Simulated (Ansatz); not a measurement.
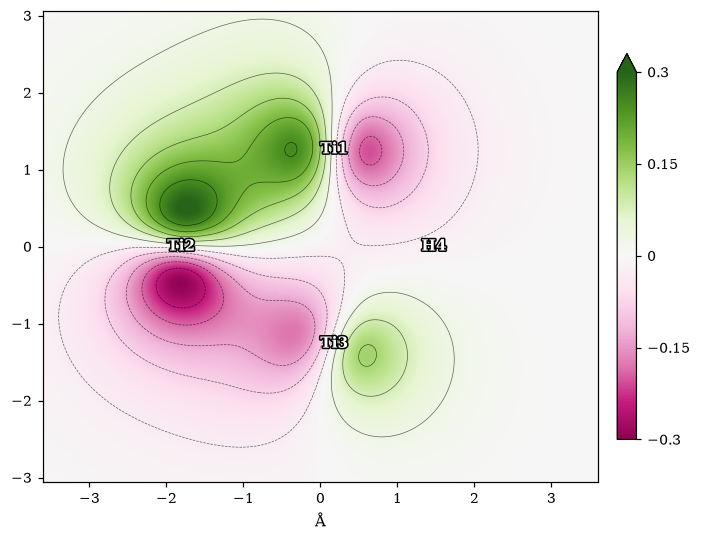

The picture shows: HTi3 (charge +1). The LUMO on a plane 0.8 Å above the molecular plane (values in Å⁻³ᐟ²; the overall sign is arbitrary).

Geometry: r2SCAN-D4/def2-TZVP.

All numbers below come from RKS PBE0-D4/def2-TZVP in Ansatz.

### Where does this orbital lie, and at what energy?

It lies mainly on Ti2 (about 50 %), Ti1 (about 25 %) and Ti3 (about 25 %). Its energy is −6.43 eV.
